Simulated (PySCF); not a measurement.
# C3H8B (charge −1): what the fields show

```xyz
12

B     1.2488   -1.1670   -0.8702
C     0.2805   -0.3118    0.1816
C    -1.1598   -0.5504   -0.0502
C    -2.0520   -1.1317    0.7681
H     2.4436   -0.8513   -0.6769
H     0.9404   -0.8868   -2.0517
H     1.1090   -2.3944   -0.6928
H     0.4912    0.7644    0.0185
H     0.5346   -0.5375    1.2350
H    -1.5157   -0.2545   -1.0499
H    -1.7630   -1.4727    1.7698
H    -3.0859   -1.3215    0.4583
```

Geometry: PBE0-D3(BJ)/def2-SVP.

These are results of wB97X-D/def2-SVPD, SCF density, gas phase (PySCF 2.14.0), not measurements.

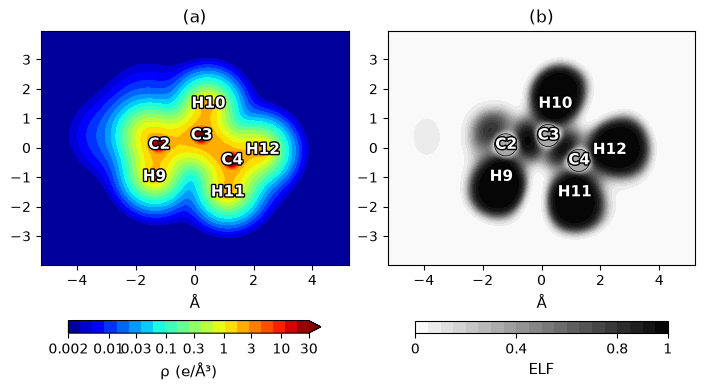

Figure 1. (a) electron density; (b) electron localisation function on the plane of atoms H11, C4 and H12. Grey discs cover the atomic cores in the ELF map.

Q: Read the bonding off the picture.

A: Atoms in the plane: C and H. C–C (1.34 Å): ρ is about 2.2 e/Å³ halfway; the ELF peaks at about 0.95 between the atoms: a short, multiple covalent bond. C–H (1.10 Å): the density is about 1.9 e/Å³ at the midpoint; the ELF climbs to about 1 towards the hydrogen, as it does in any bond to H; an ordinary covalent bond to hydrogen. C–C (1.48 Å): the density is about 1.8 e/Å³ at the midpoint; the ELF peaks at about 0.95 between the atoms: a covalent bond.

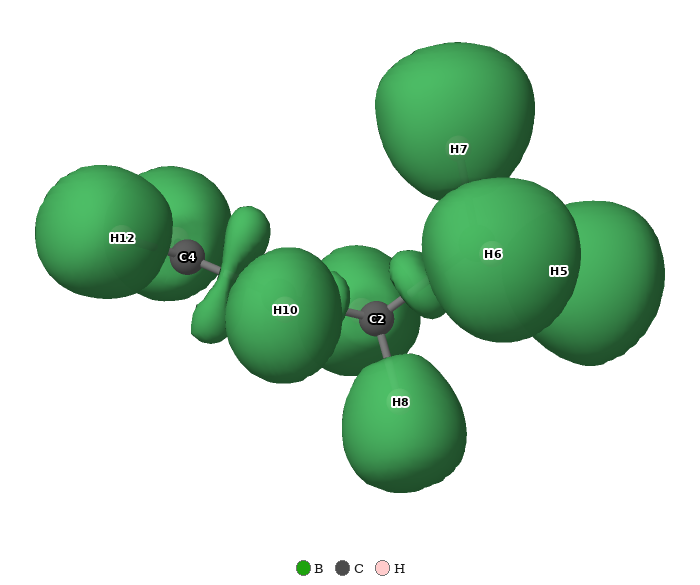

Figure 2. Isosurface of the ELF at 0.85 (green), seen from one side. Core shells and regions of very low density are left out.

Q: What do the ELF domains correspond to?

A: The surface consists of one region between bonded B–C atoms (shared pairs), two regions between bonded C–C atoms (shared pairs) and eight regions around hydrogen nuclei. Along the contacts the grid gives the following. C–B (1.67 Å): the ELF peaks at about 0.95 between the atoms; a shared electron pair.
